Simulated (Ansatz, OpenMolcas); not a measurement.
## Computed against measured: dipole moment

6 molecules holding an element past argon; the dipole moment in D, computed less measured. Shapes, held fixed at every level: PBE0-D4/def2-TZVP. No vibrational averaging. Dipoles are compared by magnitude; molecules under 1 D, whose direction can flip, are left out. Programs: Ansatz 0.2.0, OpenMolcas 26.06. Measured values: NIST CCCBDB.

Levels: A = r2SCAN-D4/def2-TZVPP; B = B3LYP/6-31G* (Cartesian functions); C = B3LYP-D4/def2-TZVPP.

```json
{"molecule": "BrF (bromine fluoride)", "measured": "1.42", "A": "-0.17", "B": "-0.09", "C": "-0.02"}
{"molecule": "CuF (fluorocopper)", "measured": "5.77", "A": "-0.87", "B": "-1.61", "C": "-0.67"}
{"molecule": "AsF3 (arsenic trifluoride)", "measured": "2.59", "A": "-0.28", "B": "-0.32", "C": "-0.06"}
{"molecule": "CH2Br2 (dibromomethane)", "measured": "1.43", "A": "+0.10", "B": "+0.20", "C": "+0.06"}
{"molecule": "CH3Br (bromomethane)", "measured": "1.81", "A": "+0.14", "B": "+0.20", "C": "+0.08"}
{"molecule": "C2H5Br (bromoethane)", "measured": "2.03", "A": "+0.18", "B": "+0.21", "C": "+0.10"}
```

(1) Which level does best on this set, which worst, and which err to one side?

## Answers

(1) 
```csv
level,kind,mean error,mean absolute error,worst case
r2SCAN-D4/def2-TZVPP,meta-GGA,-0.150,0.290,CuF
B3LYP/6-31G* (Cartesian functions),global hybrid,-0.235,0.438,CuF
B3LYP-D4/def2-TZVPP,global hybrid,-0.085,0.165,CuF
```

On this set B3LYP-D4/def2-TZVPP has the smallest mean absolute error and B3LYP/6-31G* (Cartesian functions) the largest. No level errs clearly to one side. All levels miss CuF on one side, which points to its shape or to the tabulated value. The levels differ in basis as well as in method. Relativity is left out for As, Br, Cu. The set is small.

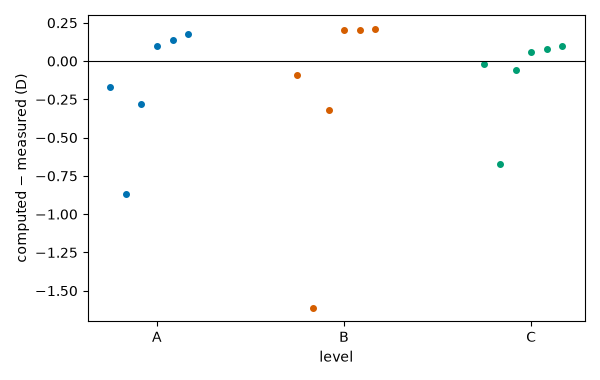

Errors of each level, one point a molecule.
